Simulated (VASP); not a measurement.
Band structure of PtAl2 (fluorite). Computed with r2SCAN+rVV10, VASP's PBE PAW potentials (set 64) (plane waves; VASP).

Unless said otherwise, spin-orbit coupling is left out, though it shifts the bands of the heavy elements here.

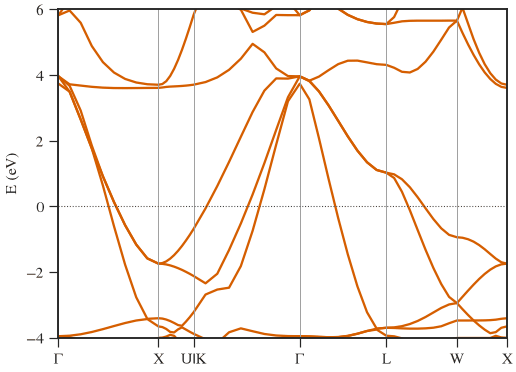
Figure. Bands along high-symmetry lines, zero at the valence-band maximum or, without a gap, the Fermi level

Read the plot: is there a gap, and where are the band edges?

It has no gap at this level: it comes out as a metal or semimetal.

The compound is PtAl2 in the fluorite structure. It was relaxed first.
